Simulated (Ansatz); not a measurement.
Sb$_{2}$PbSe$_{4}$

```
Sb Pb Se
1.0
    -0.00115    0.00627    4.11987
     4.05700    5.89822    0.01011
    -4.20943    6.01293    0.01445
Sb Pb Se
2 1 4
Direct
  0.49564 0.99668 0.53682
  0.49538 0.50277 0.03576
  0.99269 0.00269 0.98658
  0.49178 0.72556 0.23677
  0.49214 0.25016 0.70418
  0.99391 0.25540 0.23721
  0.99430 0.74178 0.72781
```

Space group P1; a structure from a database of computed crystals, not necessarily the ambient phase; started from the Li2MnBr4-65 prototype, which need not be the ambient phase; changed on purpose from its base cell (shaken).

Theory: DFT, PBEsol, plane waves, PAW (Ansatz).

The density is the valence pseudo-density of a PAW calculation; it isn't the true density close to the nuclei.

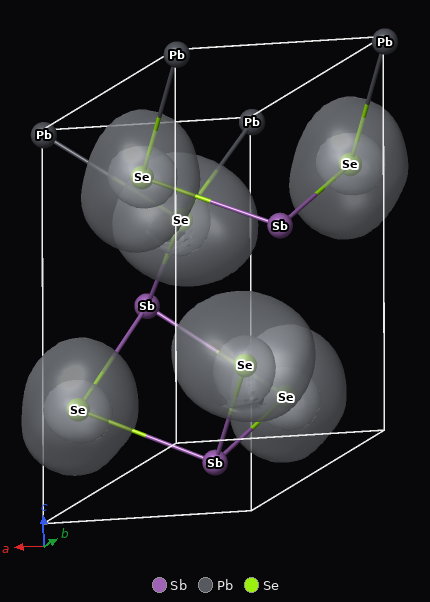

Figure 1. Isosurface of the electron localisation function at 0.7 (grey), seen at an oblique angle. Core shells and regions of very low density are left out. Sticks mark near contacts.

> Where are the electrons localised?

The ELF exceeds this value in four regions wrapped around Se (the valence shell of each), counted in one cell of 7 atoms. Regions shared between cells count once. Profiles from the grid: Sb–Se (2.52 Å): the ELF is about 0.60 at the midpoint. Pb–Se (3.00 Å): the ELF is about 0.35 at the midpoint.

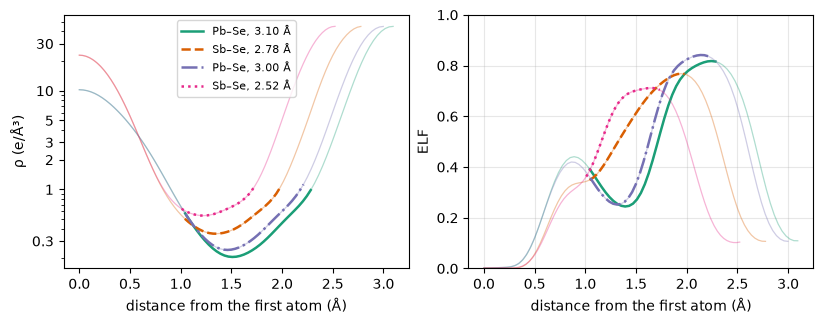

Figure 2. Valence pseudo-density and ELF along straight lines between neighbouring atoms. Thin, pale parts lie inside the atomic spheres.

> What can be read from the curves?

Pb–Se (3.10 Å): the density is about 0.21 e/Å³ at the midpoint; the ELF is about 0.30 at the midpoint.
Sb–Se (2.78 Å): the density is about 0.36 e/Å³ at the midpoint; the ELF is about 0.55 at the midpoint.
Pb–Se (3.00 Å): ρ at the midpoint is about 0.25 e/Å³; the ELF is about 0.35 at the midpoint.
Sb–Se (2.52 Å): ρ is about 0.55 e/Å³ halfway; the ELF is about 0.60 at the midpoint.
